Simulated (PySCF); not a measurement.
C$_{8}$H$_{16}$Si (SiEt2(vinyl)2)

```xyz
25

Si   -0.1464    0.0072   -0.1316
C    -0.1991    0.0054    1.7590
C     0.4679   -1.2035    2.4080
H    -1.2612    0.0660    2.0557
H     0.2651    0.9418    2.1172
H     0.3955   -1.1763    3.5069
H     0.0054   -2.1456    2.0723
H     1.5393   -1.2602    2.1562
C     1.6484   -0.0189   -0.7248
C     2.4872    1.1707   -0.2683
H     1.6304   -0.0796   -1.8271
H     2.1029   -0.9660   -0.3816
H     3.5208    1.1171   -0.6456
H     2.0600    2.1227   -0.6221
H     2.5447    1.2298    0.8306
C    -0.9984    1.5690   -0.7382
C    -1.7276    1.6723   -1.8558
H    -0.8608    2.4824   -0.1413
H    -1.9106    0.8072   -2.5034
H    -2.1761    2.6198   -2.1765
C    -1.0035   -1.5299   -0.7953
C    -2.3232   -1.6531   -0.9825
H    -0.3781   -2.4074   -1.0141
H    -3.0126   -0.8235   -0.7874
H    -2.7800   -2.5836   -1.3397
```

Geometry: PBE0-D3(BJ)/def2-SVP.

These are results of B3LYP/def2-SVPD, SCF density, gas phase in PySCF, not measurements.

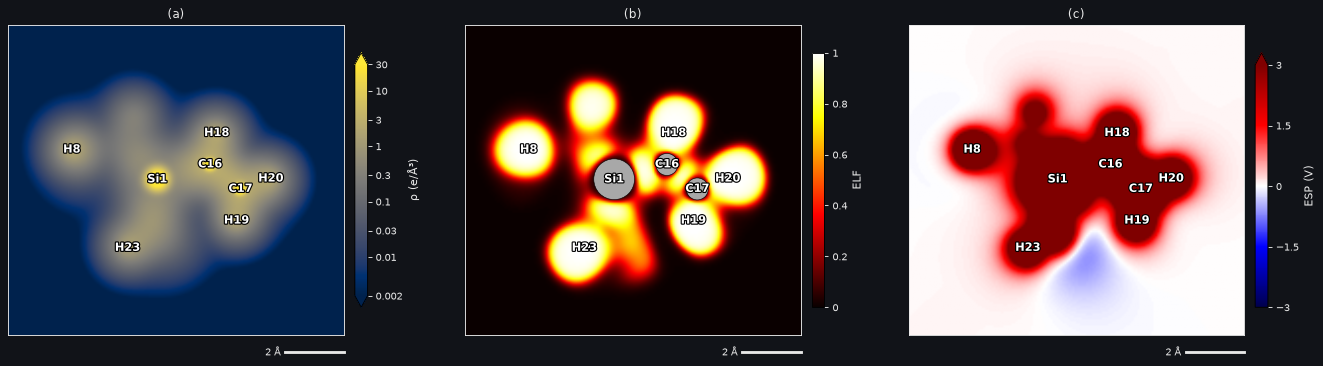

Figure 1. (a) electron density; (b) ELF; (c) molecular electrostatic potential on the plane of atoms H19, C17 and H20. Grey discs cover the atomic cores in the ELF map.

> What do the fields say about this system?

- Atoms in the plane: Si, H and C.
- C–C (1.34 Å): ρ is about 2.3 e/Å³ halfway; the ELF peaks at about 0.95 between the atoms; a multiple bond.
- C–Si (1.88 Å): ρ at the midpoint is about 0.96 e/Å³; the ELF peaks at about 1 between the atoms: a shared electron pair.
- C–H (1.10 Å): ρ at the midpoint is about 2 e/Å³; the ELF climbs to about 1 towards the hydrogen, as it does in any bond to H; a covalent bond by its length.
- Outside the dense part of the molecule the potential is most negative (−0.6 V) near C21, which lies off the plane.

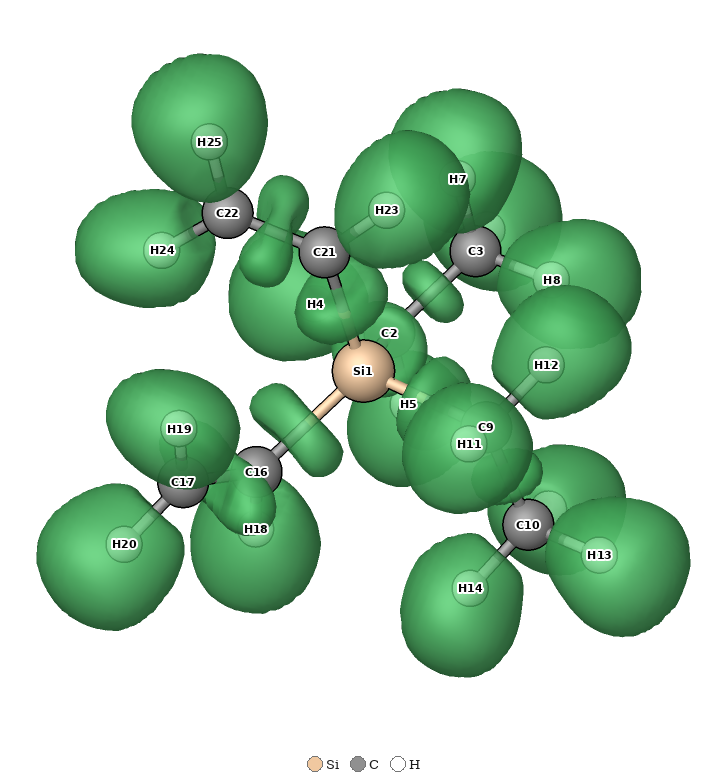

Figure 2. Isosurface of the ELF at 0.8 (green), seen at a tilt. Core shells and regions of very low density are left out.

> Where are the electrons localised?

The ELF exceeds this value in four regions between bonded C–C atoms (shared pairs), four regions between bonded C–Si atoms (shared pairs) and 16 regions around hydrogen nuclei.

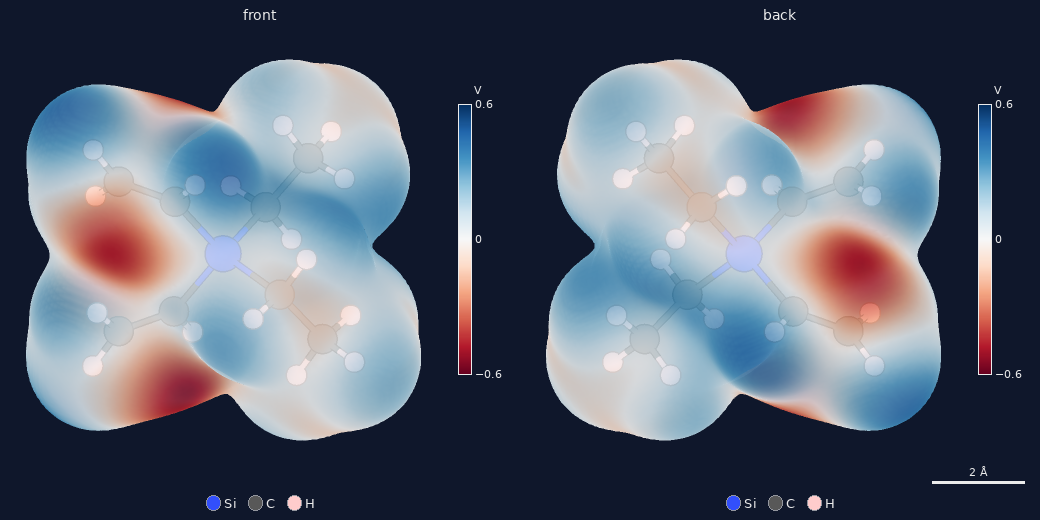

Figure 3. The molecular electrostatic potential painted on the density surface at 0.001 e/bohr³, seen from the front and from behind; the colour scale runs from red (negative) to blue (positive).

> Describe the electrostatic potential map.

The most negative region (about −0.5 V) lies over the π face of C16, C17, C21 and C22, the most positive (about +0.5 V) over H18, H20, H23 and H25.

> How polar is the molecule by this calculation?

Its dipole moment is 0.02 D.
